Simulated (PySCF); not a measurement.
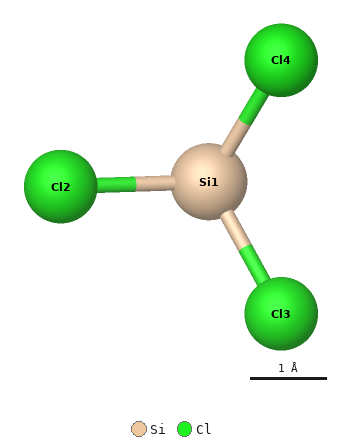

Figure 1. The structure as given in the input (ball-and-stick view, seen on its broad side; atoms are numbered from 1 in the order of the input). Bond lengths as drawn: Cl–Si 2.06 Å.

**What a change does: single-point calculation on SiCl$_{3}$**

System: SiCl$_{3}$, multiplicity 2.
Method of run 1: UHF/minao, gradient (PySCF 2.14.0).

Text and figures count atoms from 1; the logs count them from 0 in places.

**The input, run 1**
```python
from pyscf import gto, scf

mol = gto.M(
    atom='Si 0 0 -0.5496; Cl 1.9385 0 0.1466; Cl -0.9693 1.6788 0.1466; Cl -0.9693 -1.6788 0.1466',
    basis='minao',
    charge=0,
    spin=1,
    symmetry=True,
    verbose=4,
)
mf = scf.UHF(mol)
mf.kernel()
mf.nuc_grad_method().kernel()
mf.dip_moment()
print('orbital energies (hartree):', [e[max(0, n-3):n+3].round(4) for e, n in zip(mf.mo_energy, mol.nelec)])
```

Launched with:
```bash
OMP_NUM_THREADS=1 python input.py
```

Hardware: 1 CPU thread, shared host.

**Output, shortened to warnings, some set-up lines, iterations and results (run 1)**
```
WARN: HOMO -0.150132159539604 >= LUMO -0.150132159539604
WARN: alpha-A' HOMO -0.150132159539604 > system LUMO -0.150132159539604
WARN: beta-A' LUMO -0.150132159539604 < system HOMO -0.150132159539604
[...]
cycle= 1 E= -1667.29112150115  delta_E= 0.696  |g|= 0.195  |ddm|= 1.98
cycle= 2 E= -1667.34557278047  delta_E= -0.0545  |g|= 0.0342  |ddm|= 0.638
cycle= 3 E= -1667.34788642938  delta_E= -0.00231  |g|= 0.0144  |ddm|= 0.131
cycle= 4 E= -1667.34859481798  delta_E= -0.000708  |g|= 0.00343  |ddm|= 0.116
cycle= 5 E= -1667.34864005887  delta_E= -4.52e-05  |g|= 0.00143  |ddm|= 0.0282
cycle= 6 E= -1667.34864858017  delta_E= -8.52e-06  |g|= 0.000438  |ddm|= 0.0124
cycle= 7 E= -1667.34864930824  delta_E= -7.28e-07  |g|= 7.14e-05  |ddm|= 0.00368
cycle= 8 E= -1667.34864932224  delta_E= -1.4e-08  |g|= 6.45e-06  |ddm|= 0.000424
cycle= 9 E= -1667.34864932232  delta_E= -7.57e-11  |g|= 1.26e-06  |ddm|= 2.65e-05
alpha HOMO (A') = -0.403416225960016  LUMO (A') = 0.0880838330438833
beta  HOMO (A") = -0.491562138469893  LUMO (A') = -0.0653498223984019
  HOMO = -0.40341622596  LUMO = -0.0653498223984  gap/eV = 9.19926
Extra cycle  E= -1667.34864932232  delta_E= -2.73e-12  |g|= 5.16e-07  |ddm|= 4.13e-06
converged SCF energy = -1667.34864932232  <S^2> = 0.75608271  2S+1 = 2.0060735

******** <class 'pyscf.grad.uhf.Gradients'> for <class 'pyscf.scf.uhf_symm.SymAdaptedUHF'> ********
unit = Eh/Bohr

WARN: Unable to to identify input symmetry using original axes.
Different symmetry axes will be used.

--------------- SymAdaptedUHF gradients ---------------
         x                y                z
0 Si     0.0000152019    -0.0000000000     0.0915627853
1 Cl    -0.0877499026     0.0000000000    -0.0305256179
2 Cl     0.0438673503    -0.0759801151    -0.0305185837
3 Cl     0.0438673503     0.0759801151    -0.0305185837
----------------------------------------------
Dipole moment(X, Y, Z, Debye):  0.00019,  0.00000, -1.60425
orbital energies (hartree): [array([-0.499 , -0.4942, -0.4034,  0.0881,  0.1209,  0.1209]), array([-0.4973, -0.4973, -0.4916, -0.0653,  0.0992,  0.1613])]
```

The input of run 2 differs as follows (lines with − go, lines with + come):
```diff
+mf = scf.addons.smearing_(mf, sigma=0.01, method='fermi')
-mf.nuc_grad_method().kernel()
```

How does run 2 compare with run 1?

The total energies belong to different methods, so their difference says nothing on which is more stable or more accurate. The dipole moment goes from 1.60 to 1.16 D. The SCF takes 8 iterations against 9.

**Output, shortened to warnings, some set-up lines, iterations and results (run 2)**
```
[...]
cycle= 1 E= -1667.20391072311  delta_E= 0.783  |g|= 0.279  |ddm|= 1.57
cycle= 2 E= -1667.26028613403  delta_E= -0.0564  |g|= 0.106  |ddm|= 0.612
cycle= 3 E= -1667.2631294065  delta_E= -0.00284  |g|= 0.011  |ddm|= 0.107
cycle= 4 E= -1667.26339586252  delta_E= -0.000266  |g|= 0.00198  |ddm|= 0.0571
cycle= 5 E= -1667.26340440427  delta_E= -8.54e-06  |g|= 0.000212  |ddm|= 0.0112
cycle= 6 E= -1667.26340447128  delta_E= -6.7e-08  |g|= 3.83e-05  |ddm|= 0.000848
cycle= 7 E= -1667.26340447457  delta_E= -3.29e-09  |g|= 7.16e-06  |ddm|= 0.00018
cycle= 8 E= -1667.26340447466  delta_E= -9.62e-11  |g|= 9.95e-07  |ddm|= 3.49e-05
    sigma = 0.01  Optimized mu = -0.23550896769  entropy = 1.38629436179
    Total E(T) = -1667.26340447466  Free energy = -1667.27726741828  E0 = -1667.27033594647
Extra cycle  E= -1667.26340447466  delta_E= -6.82e-13  |g|= 3.73e-07  |ddm|= 2.84e-06
converged SCF energy = -1667.26340447466  <S^2> = 0  2S+1 = 1
Dipole moment(X, Y, Z, Debye):  0.00018,  0.00000, -1.15698
orbital energies (hartree): [array([-0.501 , -0.4955, -0.2355,  0.0924,  0.1439,  0.1439]), array([-0.501 , -0.501 , -0.4955, -0.2355,  0.0924,  0.1439])]
```

**The two runs side by side**

| quantity | run 1 | run 2 |
| --- | --- | --- |
| outcome | converged | converged |
| SCF energy (hartree) | −1667.348649 | −1667.263404 |
| dipole moment (D) | 1.60 | 1.16 |
| ⟨S²⟩ | 0.756 | – |
| SCF iterations | 9 | 8 |
| wall time (shared host) | 8.3 s | 2.1 s |

For run 1: Warnings: Unable to to identify input symmetry using original axes.
